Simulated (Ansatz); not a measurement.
The calculation's input:

```
crystal:
  periodic: [false, false, false]
  atoms:
    - {symbol: Cl, position_ang: [-1.937963, -0.190411, 0.814450]}
    - {symbol: Si, position_ang: [0.615398, -2.092400, 0.126191]}
    - {symbol: Si, position_ang: [-1.161690, 1.644770, 0.420593]}
    - {symbol: Cl, position_ang: [0.612004, 1.836434, 1.363681]}
    - {symbol: Cl, position_ang: [-0.917771, 1.860478, -1.570518]}
    - {symbol: Cl, position_ang: [-2.447037, 3.048161, 1.101117]}
    - {symbol: H, position_ang: [1.996003, -2.776308, -1.032434]}
    - {symbol: H, position_ang: [0.823653, -0.882207, -0.780801]}
    - {symbol: H, position_ang: [2.417303, -2.448318, -0.442479]}
basis:
  gaussian: {orbitals: def2-TZVPP}
magnetization: {spin_polarized: true, initial_magnetization: 1}
hamiltonian: {xc: pbe0, dispersion: d4}
output: {orbitals: {seedname: orbitals}}
```

Launched as:

```sh
ansatz run in.yaml --threads 4 --pin off --events-out ev --progress --plain --max-ram 66560MiB --backend cpu
```

The reactant side of a reaction path; geometry: PBE0-D4/def2-TZVP.

Method: UKS PBE0-D4/def2-TZVPP (Ansatz).

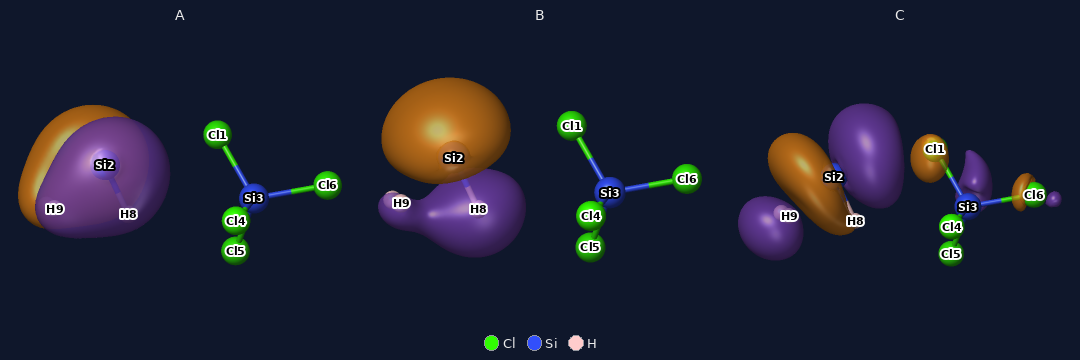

Cl4Si···HSi···H2 (doublet). Three frontier orbitals at ±0.08 Å⁻³ᐟ² (orange and purple are the two phases), in no order.

Order the three orbitals by energy and name them. All are α orbitals.

Answer. B is the HOMO−1 (α) (−7.48 eV). By Hirshfeld shares it lies mainly on Si2 (about 70 %) and H8 (about 20 %). A is the HOMO (α) (−5.62 eV). Its weight (Hirshfeld) is mainly on Si2 (about 80 %), H7 (about 5 %) and H9 (about 5 %). C is the LUMO (α) (−1.12 eV). Its weight (Hirshfeld) is mainly on Si2 (about 65 %), Cl1 (about 10 %), H7 (about 10 %) and H9 (about 10 %).

What is the gap between the highest occupied and lowest empty α orbitals?

Answer. 4.50 eV between the orbital energies.
